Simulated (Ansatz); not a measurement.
**Single-point calculation, with input and output: C2H5B**

- system: C2H5B
- method: RKS r2SCAN-D4/def2-TZVPP (Ansatz 0.2.0)

The geometry comes from this level: PBE0-D4/def2-TZVP. Figures and captions count atoms from 1; the log counts them from 0 in places.

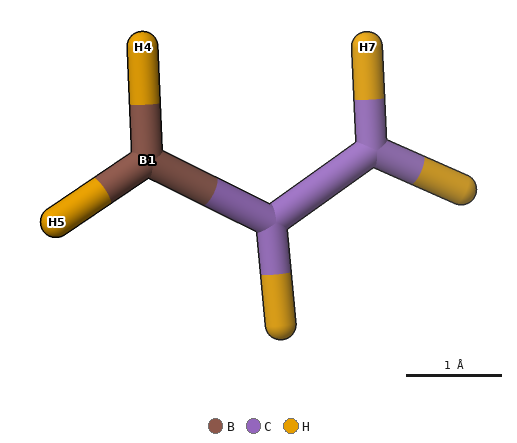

**Figure 1.** The input geometry (stick view, seen at a tilt; atoms are numbered from 1 in the order of the input).

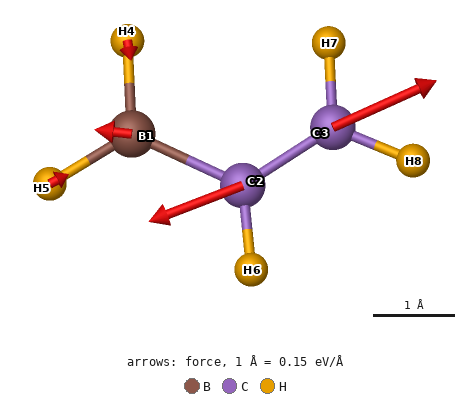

**Figure 2.** Forces on the atoms as red arrows (ball-and-stick view, seen at a tilt; atoms are numbered from 1 in the order of the input); the smallest are left out. The largest act on C3 (0.21 eV/Å); C2 (0.19 eV/Å); B1 (0.07 eV/Å). The geometry is not a stationary point of this energy.

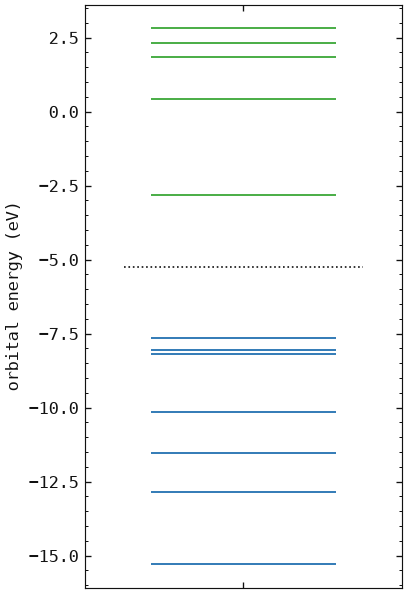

**Figure 3.** Orbital energies near the frontier; the dotted line parts filled from empty levels, and levels within 0.02 eV of each other stand side by side. Highest filled −7.65 eV, lowest empty −2.82 eV, 4.83 eV apart.

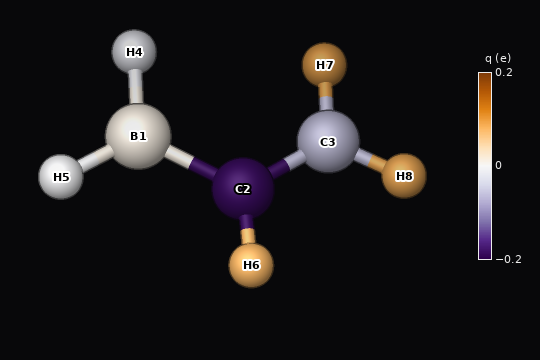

**Figure 4.** Mulliken charges, as the colour of each atom (ball-and-stick view, seen at a tilt; atoms are numbered from 1 in the order of the input). By element: B +0.01, C −0.19 to −0.06 and H −0.01 to +0.09 e.

The input and output of the run follow.

## Input file
```yaml
crystal:
  periodic: [false, false, false]
  atoms:
    - {symbol: B, position_ang: [-0.619153, 0.876253, -0.693948]}
    - {symbol: C, position_ang: [0.321991, 0.273488, 0.357517]}
    - {symbol: C, position_ang: [0.459546, -1.054278, 0.465497]}
    - {symbol: H, position_ang: [-1.226394, 0.135876, -1.414830]}
    - {symbol: H, position_ang: [-0.762792, 2.058315, -0.813355]}
    - {symbol: H, position_ang: [0.897394, 0.899504, 1.037344]}
    - {symbol: H, position_ang: [-0.092699, -1.722544, -0.189376]}
    - {symbol: H, position_ang: [1.114308, -1.523813, 1.195451]}
basis:
  gaussian: {orbitals: def2-TZVPP}
hamiltonian: {xc: r2scan, dispersion: d4}
output: {forces: true, orbitals: {seedname: orbitals}}
```

## Output
```
Functional definition: r2SCAN
  name "r2SCAN"
  cite "Furness, Kaplan, Ning, Perdew & Sun, J. Phys. Chem. Lett. 11, 8208 (2020) doi:10.1021/acs.jpclett.0c02405"
  cite "Furness, Kaplan, Ning, Perdew & Sun, J. Phys. Chem. Lett. 11, 9248 (2020) doi:10.1021/acs.jpclett.0c03077"
  parent r2scan
  parameter k0 = 0.174
  parameter k1 = 0.065
  parameter a1 = 4.9479
  exchange = r2scan_x(k0 = k0, k1 = k1, a1 = a1)
  correlation = r2scan_c
824 factors; their error is unknown
mean field evaluation 1: about -2822.8491 eV, gradient 5.1e1 eV
mean field evaluation 2: about -2818.3734 eV, gradient 6.4e1 eV
mean field evaluation 4: about -2829.5404 eV, gradient 3.2e0 eV
mean field evaluation 8: about -2829.5578 eV, gradient 5.3e-1 eV
mean field evaluation 16: about -2829.5581 eV, gradient 3.6e-5 eV
mean field -2829.55812855 eV, -103.9843432810 hartree, gradient 3.6e-5 eV, S^2 0.000000; 0 other end points of the search recorded, 0 dependent functions left out
the calculation of the forces begins
reference -2829.55814046 eV, -103.9843437186 hartree; 11, 11 occupied and 152, 152 virtual orbitals, 824 factors
Total energy: -2829.58221631 eV, -103.9852284896 hartree
Atom 0 at    -0.619153     0.876253    -0.693948 Å, force    -0.035560     0.047382    -0.038833 eV/Å
Atom 1 at     0.321991     0.273488     0.357517 Å, force    -0.044729     0.177834    -0.044276 eV/Å
Atom 2 at     0.459546    -1.054278     0.465497 Å, force     0.042772    -0.204924     0.041217 eV/Å
Atom 3 at    -1.226394     0.135876    -1.414830 Å, force     0.021662     0.020101     0.025587 eV/Å
Atom 4 at    -0.762792     2.058315    -0.813355 Å, force     0.006863    -0.038840     0.006270 eV/Å
Atom 5 at     0.897394     0.899504     1.037344 Å, force     0.006400    -0.004327     0.007076 eV/Å
Atom 6 at    -0.092699    -1.722544    -0.189376 Å, force     0.006385     0.007304     0.007417 eV/Å
Atom 7 at     1.114308    -1.523813     1.195451 Å, force    -0.003792    -0.004529    -0.004458 eV/Å
Dipole moment:     0.143879    -0.193003     0.157049 e Å
```

## Key numbers

- outcome: converged
- total energy: −2829.5822 eV
- mean-field energy: −2829.5581 eV
- dispersion energy: −0.0241 eV
- SCF solution under orbital rotations: stable
- HOMO: −7.65 eV
- LUMO: −2.82 eV
- largest force (length of the vector): 0.213 eV/Å
- dipole moment: 1.38 D
- hardware: 2 CPU threads, shared host
- wall time: 3.7 s (CPU time 6.7 s)
- peak memory: 0.17 GiB
